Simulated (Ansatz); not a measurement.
# Molecular dynamics of TaCl2F3 (part 2 of 4)

The same run, continued: TaCl2F3; RHF/def2-SVP (Ansatz 0.2.0). It belongs to a series of runs on one base structure; here: dynamics from the start.

Geometry of the input (Å):
```
Ta 0.0439  0.0000  -0.0326
Cl 2.3268  0.0000  0.0396
F  -0.1564  0.0000  1.8283
Cl -0.1626  0.0000  -2.3651
F  -0.7559  1.6682  -0.0051
F  -0.7559  -1.6682  -0.0051
```

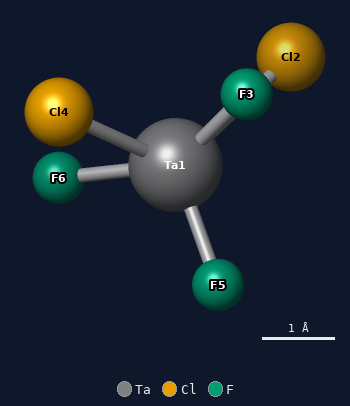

*The geometry at step 157 of the log (ball-and-stick view, seen at a tilt; atoms are numbered from 1 in the order of the input).*

### What the program printed, continued
```
md step    98: t =   196.00 fs  T =  4793.1 K  F+E_penalty+E_count = -34652.48467288 eV  E_kin = 2.478212 eV  conserved = -34651.50597089 eV  (38 SCF iters)
md step    99: t =   198.00 fs  T =  4905.7 K  F+E_penalty+E_count = -34652.53158188 eV  E_kin = 2.536436 eV  conserved = -34651.50579386 eV  (38 SCF iters)
md step   100: t =   200.00 fs  T =  4863.6 K  F+E_penalty+E_count = -34652.49950462 eV  E_kin = 2.514686 eV  conserved = -34651.50489862 eV  (39 SCF iters)
md step   101: t =   202.00 fs  T =  4687.4 K  F+E_penalty+E_count = -34652.39945268 eV  E_kin = 2.423590 eV  conserved = -34651.50353799 eV  (40 SCF iters)
md step   102: t =   204.00 fs  T =  4413.9 K  F+E_penalty+E_count = -34652.25061572 eV  E_kin = 2.282171 eV  conserved = -34651.50199265 eV  (40 SCF iters)
md step   103: t =   206.00 fs  T =  4087.5 K  F+E_penalty+E_count = -34652.07595304 eV  E_kin = 2.113420 eV  conserved = -34651.50050911 eV  (42 SCF iters)
md step   104: t =   208.00 fs  T =  3752.5 K  F+E_penalty+E_count = -34651.89814861 eV  E_kin = 1.940178 eV  conserved = -34651.49927396 eV  (43 SCF iters)
md step   105: t =   210.00 fs  T =  3446.3 K  F+E_penalty+E_count = -34651.73644151 eV  E_kin = 1.781887 eV  conserved = -34651.49841090 eV  (42 SCF iters)
md step   106: t =   212.00 fs  T =  3195.8 K  F+E_penalty+E_count = -34651.60444931 eV  E_kin = 1.652368 eV  conserved = -34651.49799058 eV  (42 SCF iters)
md step   107: t =   214.00 fs  T =  3014.3 K  F+E_penalty+E_count = -34651.50889383 eV  E_kin = 1.558518 eV  conserved = -34651.49803938 eV  (43 SCF iters)
md step   108: t =   216.00 fs  T =  2900.8 K  F+E_penalty+E_count = -34651.44912907 eV  E_kin = 1.499852 eV  conserved = -34651.49853622 eV  (43 SCF iters)
md step   109: t =   218.00 fs  T =  2841.0 K  F+E_penalty+E_count = -34651.41750761 eV  E_kin = 1.468894 eV  conserved = -34651.49939921 eV  (43 SCF iters)
md step   110: t =   220.00 fs  T =  2809.5 K  F+E_penalty+E_count = -34651.40079654 eV  E_kin = 1.452629 eV  conserved = -34651.50046020 eV  (42 SCF iters)
md step   111: t =   222.00 fs  T =  2776.0 K  F+E_penalty+E_count = -34651.38300681 eV  E_kin = 1.435324 eV  conserved = -34651.50148516 eV  (41 SCF iters)
md step   112: t =   224.00 fs  T =  2713.1 K  F+E_penalty+E_count = -34651.34957237 eV  E_kin = 1.402782 eV  conserved = -34651.50211150 eV  (42 SCF iters)
md step   113: t =   226.00 fs  T =  2605.9 K  F+E_penalty+E_count = -34651.29253007 eV  E_kin = 1.347358 eV  conserved = -34651.50202239 eV  (41 SCF iters)
md step   114: t =   228.00 fs  T =  2460.2 K  F+E_penalty+E_count = -34651.21479053 eV  E_kin = 1.271998 eV  conserved = -34651.50119177 eV  (41 SCF iters)
md step   115: t =   230.00 fs  T =  2303.2 K  F+E_penalty+E_count = -34651.13075095 eV  E_kin = 1.190847 eV  conserved = -34651.49989138 eV  (41 SCF iters)
md step   116: t =   232.00 fs  T =  2175.8 K  F+E_penalty+E_count = -34651.06197290 eV  E_kin = 1.124977 eV  conserved = -34651.49864585 eV  (41 SCF iters)
md step   117: t =   234.00 fs  T =  2116.8 K  F+E_penalty+E_count = -34651.02900005 eV  E_kin = 1.094468 eV  conserved = -34651.49797119 eV  (41 SCF iters)
md step   118: t =   236.00 fs  T =  2147.9 K  F+E_penalty+E_count = -34651.04324371 eV  E_kin = 1.110546 eV  conserved = -34651.49812367 eV  (41 SCF iters)
md step   119: t =   238.00 fs  T =  2265.9 K  F+E_penalty+E_count = -34651.10287230 eV  E_kin = 1.171549 eV  conserved = -34651.49900810 eV  (42 SCF iters)
md step   120: t =   240.00 fs  T =  2445.2 K  F+E_penalty+E_count = -34651.19425803 eV  E_kin = 1.264277 eV  conserved = -34651.50025584 eV  (40 SCF iters)
md step   121: t =   242.00 fs  T =  2648.9 K  F+E_penalty+E_count = -34651.29780886 eV  E_kin = 1.369612 eV  conserved = -34651.50140050 eV  (40 SCF iters)
md step   122: t =   244.00 fs  T =  2842.5 K  F+E_penalty+E_count = -34651.39532894 eV  E_kin = 1.469672 eV  conserved = -34651.50208284 eV  (40 SCF iters)
md step   123: t =   246.00 fs  T =  3004.4 K  F+E_penalty+E_count = -34651.47572107 eV  E_kin = 1.553395 eV  conserved = -34651.50217839 eV  (40 SCF iters)
md step   124: t =   248.00 fs  T =  3130.7 K  F+E_penalty+E_count = -34651.53709364 eV  E_kin = 1.618688 eV  conserved = -34651.50178518 eV  (40 SCF iters)
md step   125: t =   250.00 fs  T =  3232.2 K  F+E_penalty+E_count = -34651.58537998 eV  E_kin = 1.671163 eV  conserved = -34651.50113322 eV  (40 SCF iters)
md step   126: t =   252.00 fs  T =  3328.1 K  F+E_penalty+E_count = -34651.63083600 eV  E_kin = 1.720742 eV  conserved = -34651.50049118 eV  (40 SCF iters)
md step   127: t =   254.00 fs  T =  3437.8 K  F+E_penalty+E_count = -34651.68382154 eV  E_kin = 1.777480 eV  conserved = -34651.50011846 eV  (39 SCF iters)
md step   128: t =   256.00 fs  T =  3573.3 K  F+E_penalty+E_count = -34651.75073842 eV  E_kin = 1.847526 eV  conserved = -34651.50022541 eV  (39 SCF iters)
md step   129: t =   258.00 fs  T =  3732.7 K  F+E_penalty+E_count = -34651.83081556 eV  E_kin = 1.929950 eV  conserved = -34651.50091386 eV  (39 SCF iters)
md step   130: t =   260.00 fs  T =  3897.8 K  F+E_penalty+E_count = -34651.91465093 eV  E_kin = 2.015339 eV  conserved = -34651.50210423 eV  (39 SCF iters)
md step   131: t =   262.00 fs  T =  4036.9 K  F+E_penalty+E_count = -34651.98551464 eV  E_kin = 2.087221 eV  conserved = -34651.50341485 eV  (38 SCF iters)
md step   132: t =   264.00 fs  T =  4113.6 K  F+E_penalty+E_count = -34652.02443453 eV  E_kin = 2.126876 eV  conserved = -34651.50447095 eV  (43 SCF iters)
md step   133: t =   266.00 fs  T =  4102.0 K  F+E_penalty+E_count = -34652.01747443 eV  E_kin = 2.120911 eV  conserved = -34651.50463998 eV  (38 SCF iters)
md step   134: t =   268.00 fs  T =  4002.1 K  F+E_penalty+E_count = -34651.96422010 eV  E_kin = 2.069257 eV  conserved = -34651.50357208 eV  (38 SCF iters)
md step   135: t =   270.00 fs  T =  3848.1 K  F+E_penalty+E_count = -34651.88246157 eV  E_kin = 1.989636 eV  conserved = -34651.50140922 eV  (38 SCF iters)
md step   136: t =   272.00 fs  T =  3703.4 K  F+E_penalty+E_count = -34651.80557128 eV  E_kin = 1.914804 eV  conserved = -34651.49888655 eV  (38 SCF iters)
md step   137: t =   274.00 fs  T =  3639.1 K  F+E_penalty+E_count = -34651.77130432 eV  E_kin = 1.881541 eV  conserved = -34651.49707425 eV  (37 SCF iters)
md step   138: t =   276.00 fs  T =  3704.5 K  F+E_penalty+E_count = -34651.80596450 eV  E_kin = 1.915352 eV  conserved = -34651.49678971 eV  (39 SCF iters)
md step   139: t =   278.00 fs  T =  3904.1 K  F+E_penalty+E_count = -34651.91216290 eV  E_kin = 2.018575 eV  conserved = -34651.49822015 eV  (39 SCF iters)
md step   140: t =   280.00 fs  T =  4194.2 K  F+E_penalty+E_count = -34652.06679170 eV  E_kin = 2.168580 eV  conserved = -34651.50069985 eV  (39 SCF iters)
md step   141: t =   282.00 fs  T =  4500.2 K  F+E_penalty+E_count = -34652.23051137 eV  E_kin = 2.326762 eV  conserved = -34651.50323463 eV  (37 SCF iters)
md step   142: t =   284.00 fs  T =  4744.1 K  F+E_penalty+E_count = -34652.36251958 eV  E_kin = 2.452890 eV  conserved = -34651.50499290 eV  (37 SCF iters)
md step   143: t =   286.00 fs  T =  4869.4 K  F+E_penalty+E_count = -34652.43329741 eV  E_kin = 2.517660 eV  conserved = -34651.50559794 eV  (40 SCF iters)
md step   144: t =   288.00 fs  T =  4852.5 K  F+E_penalty+E_count = -34652.43079148 eV  E_kin = 2.508961 eV  conserved = -34651.50512118 eV  (40 SCF iters)
md step   145: t =   290.00 fs  T =  4702.7 K  F+E_penalty+E_count = -34652.35982973 eV  E_kin = 2.431490 eV  conserved = -34651.50390159 eV  (41 SCF iters)
md step   146: t =   292.00 fs  T =  4452.3 K  F+E_penalty+E_count = -34652.23728481 eV  E_kin = 2.302028 eV  conserved = -34651.50238297 eV  (42 SCF iters)
md step   147: t =   294.00 fs  T =  4145.2 K  F+E_penalty+E_count = -34652.08569326 eV  E_kin = 2.143214 eV  conserved = -34651.50085846 eV  (43 SCF iters)
md step   148: t =   296.00 fs  T =  3825.4 K  F+E_penalty+E_count = -34651.92782342 eV  E_kin = 1.977880 eV  conserved = -34651.49961259 eV  (43 SCF iters)
md step   149: t =   298.00 fs  T =  3529.4 K  F+E_penalty+E_count = -34651.78242481 eV  E_kin = 1.824864 eV  conserved = -34651.49879619 eV  (43 SCF iters)
md step   150: t =   300.00 fs  T =  3281.0 K  F+E_penalty+E_count = -34651.66171809 eV  E_kin = 1.696433 eV  conserved = -34651.49847795 eV  (43 SCF iters)
md step   151: t =   302.00 fs  T =  3089.0 K  F+E_penalty+E_count = -34651.57024132 eV  E_kin = 1.597112 eV  conserved = -34651.49868921 eV  (44 SCF iters)
md step   152: t =   304.00 fs  T =  2946.9 K  F+E_penalty+E_count = -34651.50468778 eV  E_kin = 1.523680 eV  conserved = -34651.49930957 eV  (43 SCF iters)
md step   153: t =   306.00 fs  T =  2835.9 K  F+E_penalty+E_count = -34651.45513877 eV  E_kin = 1.466285 eV  conserved = -34651.50023091 eV  (41 SCF iters)
md step   154: t =   308.00 fs  T =  2728.6 K  F+E_penalty+E_count = -34651.40723745 eV  E_kin = 1.410792 eV  conserved = -34651.50122963 eV  (42 SCF iters)
md step   155: t =   310.00 fs  T =  2596.3 K  F+E_penalty+E_count = -34651.34583313 eV  E_kin = 1.342404 eV  conserved = -34651.50200980 eV  (40 SCF iters)
md step   156: t =   312.00 fs  T =  2418.1 K  F+E_penalty+E_count = -34651.25962875 eV  E_kin = 1.250243 eV  conserved = -34651.50226808 eV  (40 SCF iters)
md step   157: t =   314.00 fs  T =  2189.0 K  F+E_penalty+E_count = -34651.14576406 eV  E_kin = 1.131775 eV  conserved = -34651.50182267 eV  (40 SCF iters)
md step   158: t =   316.00 fs  T =  1924.9 K  F+E_penalty+E_count = -34651.01240928 eV  E_kin = 0.995225 eV  conserved = -34651.50073886 eV  (40 SCF iters)
md step   159: t =   318.00 fs  T =  1660.0 K  F+E_penalty+E_count = -34650.87755739 eV  E_kin = 0.858298 eV  conserved = -34651.49934611 eV  (40 SCF iters)
md step   160: t =   320.00 fs  T =  1437.3 K  F+E_penalty+E_count = -34650.76384926 eV  E_kin = 0.743127 eV  conserved = -34651.49809516 eV  (40 SCF iters)
md step   161: t =   322.00 fs  T =  1294.8 K  F+E_penalty+E_count = -34650.69156304 eV  E_kin = 0.669478 eV  conserved = -34651.49735431 eV  (40 SCF iters)
md step   162: t =   324.00 fs  T =  1255.4 K  F+E_penalty+E_count = -34650.67279160 eV  E_kin = 0.649104 eV  conserved = -34651.49728981 eV  (40 SCF iters)
md step   163: t =   326.00 fs  T =  1321.2 K  F+E_penalty+E_count = -34650.70872173 eV  E_kin = 0.683097 eV  conserved = -34651.49785079 eV  (40 SCF iters)
md step   164: t =   328.00 fs  T =  1475.1 K  F+E_penalty+E_count = -34650.79041531 eV  E_kin = 0.762670 eV  conserved = -34651.49879757 eV  (40 SCF iters)
md step   165: t =   330.00 fs  T =  1688.3 K  F+E_penalty+E_count = -34650.90262300 eV  E_kin = 0.872896 eV  conserved = -34651.49978023 eV  (40 SCF iters)
md step   166: t =   332.00 fs  T =  1930.3 K  F+E_penalty+E_count = -34651.02928490 eV  E_kin = 0.998031 eV  conserved = -34651.50048618 eV  (40 SCF iters)
md step   167: t =   334.00 fs  T =  2178.4 K  F+E_penalty+E_count = -34651.15848958 eV  E_kin = 1.126323 eV  conserved = -34651.50076576 eV  (40 SCF iters)
md step   168: t =   336.00 fs  T =  2422.3 K  F+E_penalty+E_count = -34651.28495841 eV  E_kin = 1.252443 eV  conserved = -34651.50066156 eV  (40 SCF iters)
md step   169: t =   338.00 fs  T =  2663.4 K  F+E_penalty+E_count = -34651.40956582 eV  E_kin = 1.377068 eV  conserved = -34651.50034396 eV  (40 SCF iters)
md step   170: t =   340.00 fs  T =  2909.7 K  F+E_penalty+E_count = -34651.53680693 eV  E_kin = 1.504428 eV  conserved = -34651.50002191 eV  (41 SCF iters)
md step   171: t =   342.00 fs  T =  3170.3 K  F+E_penalty+E_count = -34651.67157077 eV  E_kin = 1.639151 eV  conserved = -34651.49987670 eV  (40 SCF iters)
md step   172: t =   344.00 fs  T =  3449.3 K  F+E_penalty+E_count = -34651.81626433 eV  E_kin = 1.783404 eV  conserved = -34651.50003313 eV  (40 SCF iters)
md step   173: t =   346.00 fs  T =  3742.2 K  F+E_penalty+E_count = -34651.96880795 eV  E_kin = 1.934891 eV  conserved = -34651.50055346 eV  (41 SCF iters)
md step   174: t =   348.00 fs  T =  4034.3 K  F+E_penalty+E_count = -34652.12167153 eV  E_kin = 2.085894 eV  conserved = -34651.50143000 eV  (40 SCF iters)
md step   175: t =   350.00 fs  T =  4300.4 K  F+E_penalty+E_count = -34652.26204026 eV  E_kin = 2.223456 eV  conserved = -34651.50258001 eV  (41 SCF iters)
md step   176: t =   352.00 fs  T =  4508.0 K  F+E_penalty+E_count = -34652.37321506 eV  E_kin = 2.330828 eV  conserved = -34651.50383211 eV  (40 SCF iters)
md step   177: t =   354.00 fs  T =  4623.1 K  F+E_penalty+E_count = -34652.43740226 eV  E_kin = 2.390316 eV  conserved = -34651.50492240 eV  (38 SCF iters)
md step   178: t =   356.00 fs  T =  4617.6 K  F+E_penalty+E_count = -34652.43987966 eV  E_kin = 2.387492 eV  conserved = -34651.50551790 eV  (38 SCF iters)
md step   179: t =   358.00 fs  T =  4479.7 K  F+E_penalty+E_count = -34652.37405132 eV  E_kin = 2.316201 eV  conserved = -34651.50530222 eV  (38 SCF iters)
md step   180: t =   360.00 fs  T =  4222.2 K  F+E_penalty+E_count = -34652.24604809 eV  E_kin = 2.183023 eV  conserved = -34651.50411823 eV  (38 SCF iters)
md step   181: t =   362.00 fs  T =  3885.6 K  F+E_penalty+E_count = -34652.07676875 eV  E_kin = 2.009023 eV  conserved = -34651.50217819 eV  (39 SCF iters)
md step   182: t =   364.00 fs  T =  3533.0 K  F+E_penalty+E_count = -34651.89879145 eV  E_kin = 1.826696 eV  conserved = -34651.49991866 eV  (39 SCF iters)
md step   183: t =   366.00 fs  T =  3233.0 K  F+E_penalty+E_count = -34651.74827128 eV  E_kin = 1.671588 eV  conserved = -34651.49816270 eV  (39 SCF iters)
md step   184: t =   368.00 fs  T =  3038.4 K  F+E_penalty+E_count = -34651.65306992 eV  E_kin = 1.570958 eV  conserved = -34651.49754098 eV  (39 SCF iters)
md step   185: t =   370.00 fs  T =  2967.4 K  F+E_penalty+E_count = -34651.62305352 eV  E_kin = 1.534285 eV  conserved = -34651.49831681 eV  (39 SCF iters)
md step   186: t =   372.00 fs  T =  2998.8 K  F+E_penalty+E_count = -34651.64689006 eV  E_kin = 1.550496 eV  conserved = -34651.50004211 eV  (40 SCF iters)
md step   187: t =   374.00 fs  T =  3082.0 K  F+E_penalty+E_count = -34651.69794167 eV  E_kin = 1.593526 eV  conserved = -34651.50197562 eV  (40 SCF iters)
md step   188: t =   376.00 fs  T =  3159.0 K  F+E_penalty+E_count = -34651.74553054 eV  E_kin = 1.633322 eV  conserved = -34651.50341004 eV  (40 SCF iters)
md step   189: t =   378.00 fs  T =  3185.0 K  F+E_penalty+E_count = -34651.76609281 eV  E_kin = 1.646763 eV  conserved = -34651.50391889 eV  (41 SCF iters)
md step   190: t =   380.00 fs  T =  3140.8 K  F+E_penalty+E_count = -34651.74962688 eV  E_kin = 1.623938 eV  conserved = -34651.50352193 eV  (41 SCF iters)
md step   191: t =   382.00 fs  T =  3033.5 K  F+E_penalty+E_count = -34651.69987866 eV  E_kin = 1.568460 eV  conserved = -34651.50251293 eV  (41 SCF iters)
md step   192: t =   384.00 fs  T =  2888.6 K  F+E_penalty+E_count = -34651.63024626 eV  E_kin = 1.493504 eV  conserved = -34651.50127103 eV  (43 SCF iters)
md step   193: t =   386.00 fs  T =  2739.1 K  F+E_penalty+E_count = -34651.55812714 eV  E_kin = 1.416243 eV  conserved = -34651.50012830 eV  (42 SCF iters)
md step   194: t =   388.00 fs  T =  2616.3 K  F+E_penalty+E_count = -34651.49977070 eV  E_kin = 1.352725 eV  conserved = -34651.49931669 eV  (43 SCF iters)
md step   195: t =   390.00 fs  T =  2541.7 K  F+E_penalty+E_count = -34651.46656498 eV  E_kin = 1.314166 eV  conserved = -34651.49896611 eV  (42 SCF iters)
md step   196: t =   392.00 fs  T =  2523.7 K  F+E_penalty+E_count = -34651.46291178 eV  E_kin = 1.304831 eV  conserved = -34651.49911719 eV  (65 SCF iters)
md step   197: t =   394.00 fs  T =  2555.7 K  F+E_penalty+E_count = -34651.48556952 eV  E_kin = 1.321410 eV  conserved = -34651.49972823 eV  (44 SCF iters)
md step   198: t =   396.00 fs  T =  2618.3 K  F+E_penalty+E_count = -34651.52437180 eV  E_kin = 1.353765 eV  conserved = -34651.50067345 eV  (43 SCF iters)
md step   199: t =   398.00 fs  T =  2682.7 K  F+E_penalty+E_count = -34651.56431950 eV  E_kin = 1.387052 eV  conserved = -34651.50174165 eV  (43 SCF iters)
md step   200: t =   400.00 fs  T =  2717.7 K  F+E_penalty+E_count = -34651.58900598 eV  E_kin = 1.405156 eV  conserved = -34651.50264860 eV  (43 SCF iters)
md step   201: t =   402.00 fs  T =  2698.3 K  F+E_penalty+E_count = -34651.58508526 eV  E_kin = 1.395119 eV  conserved = -34651.50308121 eV  (43 SCF iters)
md step   202: t =   404.00 fs  T =  2614.5 K  F+E_penalty+E_count = -34651.54702061 eV  E_kin = 1.351792 eV  conserved = -34651.50278136 eV  (43 SCF iters)
md step   203: t =   406.00 fs  T =  2478.2 K  F+E_penalty+E_count = -34651.48073737 eV  E_kin = 1.281316 eV  conserved = -34651.50168075 eV  (43 SCF iters)
md step   204: t =   408.00 fs  T =  2323.7 K  F+E_penalty+E_count = -34651.40414540 eV  E_kin = 1.201439 eV  conserved = -34651.50005449 eV  (42 SCF iters)
md step   205: t =   410.00 fs  T =  2198.5 K  F+E_penalty+E_count = -34651.34240564 eV  E_kin = 1.136722 eV  conserved = -34651.49852784 eV  (43 SCF iters)
md step   206: t =   412.00 fs  T =  2144.2 K  F+E_penalty+E_count = -34651.31793811 eV  E_kin = 1.108654 eV  conserved = -34651.49795556 eV  (43 SCF iters)
md step   207: t =   414.00 fs  T =  2175.5 K  F+E_penalty+E_count = -34651.33877127 eV  E_kin = 1.124804 eV  conserved = -34651.49865864 eV  (43 SCF iters)
md step   208: t =   416.00 fs  T =  2270.6 K  F+E_penalty+E_count = -34651.39355767 eV  E_kin = 1.173988 eV  conserved = -34651.50033123 eV  (43 SCF iters)
md step   209: t =   418.00 fs  T =  2382.2 K  F+E_penalty+E_count = -34651.45696395 eV  E_kin = 1.231702 eV  conserved = -34651.50205927 eV  (43 SCF iters)
md step   210: t =   420.00 fs  T =  2461.3 K  F+E_penalty+E_count = -34651.50285892 eV  E_kin = 1.272600 eV  conserved = -34651.50304724 eV  (44 SCF iters)
md step   211: t =   422.00 fs  T =  2479.3 K  F+E_penalty+E_count = -34651.51613103 eV  E_kin = 1.281912 eV  conserved = -34651.50301519 eV  (44 SCF iters)
md step   212: t =   424.00 fs  T =  2436.6 K  F+E_penalty+E_count = -34651.49710543 eV  E_kin = 1.259840 eV  conserved = -34651.50217947 eV  (43 SCF iters)
md step   213: t =   426.00 fs  T =  2357.3 K  F+E_penalty+E_count = -34651.45856065 eV  E_kin = 1.218812 eV  conserved = -34651.50097695 eV  (43 SCF iters)
md step   214: t =   428.00 fs  T =  2276.8 K  F+E_penalty+E_count = -34651.41921217 eV  E_kin = 1.177184 eV  conserved = -34651.49981669 eV  (42 SCF iters)
md step   215: t =   430.00 fs  T =  2230.0 K  F+E_penalty+E_count = -34651.39738628 eV  E_kin = 1.153005 eV  conserved = -34651.49896942 eV  (42 SCF iters)
```
